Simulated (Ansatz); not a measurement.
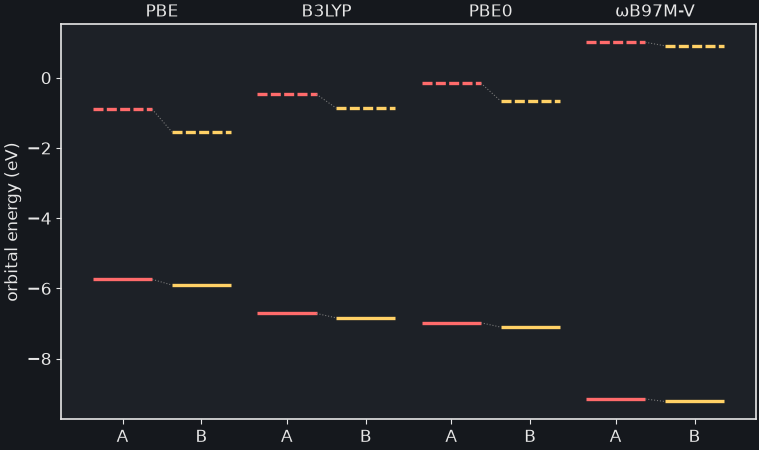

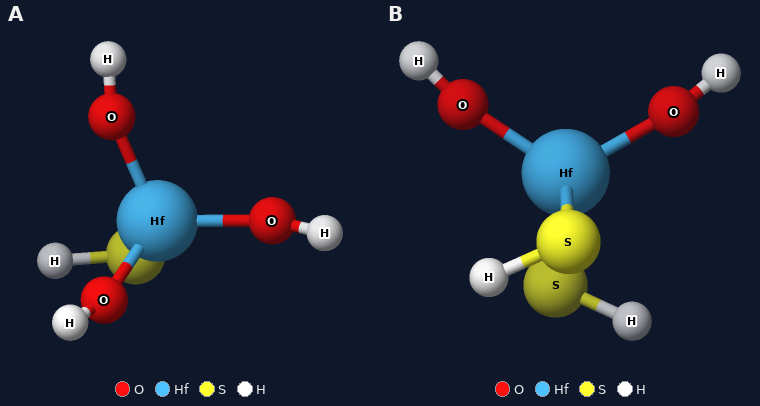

One change: A, HfH₄SO₃ (SMILES [OH][Hf]([OH])([OH])[SH]), becomes B, HfH₄S₂O₂ (SMILES [OH][Hf]([OH])([SH])[SH]). OH on Hf is replaced by SH. HOMO (solid) and LUMO (dashed) computed in def2-TZVPP at PBE0-D4/def2-TZVP geometries, both minima by their frequencies, gas phase, the Ansatz code. Empty levels above zero depend strongly on the basis.

Question: What does the change do to HOMO and LUMO?

Answer: PBE: the HOMO falls by 0.16 eV, the LUMO falls by 0.65 eV, and the separation goes from 4.85 to 4.36 eV. B3LYP: the HOMO falls by 0.12 eV, the LUMO falls by 0.39 eV, and the separation goes from 6.24 to 5.97 eV. PBE0: the HOMO falls by 0.12 eV, the LUMO falls by 0.51 eV, and the separation goes from 6.83 to 6.44 eV. ωB97M-V: the HOMO falls by 0.07 eV, the LUMO falls by 0.10 eV, and the separation goes from 10.16 to 10.13 eV.

Question: Do the functionals agree on the effect?

Answer: They agree on the direction for both levels; the HOMO shift lies between −0.16 and −0.07 eV and the LUMO shift between −0.65 and −0.10 eV, while the separations themselves differ by up to 5.8 eV between functionals.

Note: core potentials past krypton; spin-orbit coupling is left out, and with Hf it can shift these values.
